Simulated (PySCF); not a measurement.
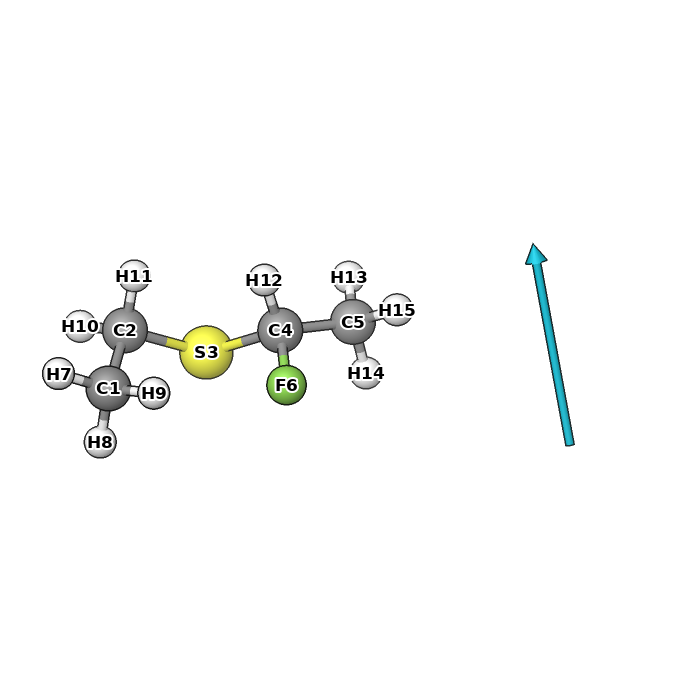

The arrow beside the molecule shows the direction of the dipole moment, from the negative to the positive end (its length means nothing). The geometry was computed by an optimisation with GFN2-xTB. No frequency run is at hand to confirm it as a minimum. Method: PBE0/pcSseg-1, gas phase (PySCF 2.14.0).

Question: Estimate the dipole moment.

Answer: 1.75 D; it points from the side of H8, H14 to the side of H11 (the outermost atoms at the two ends).
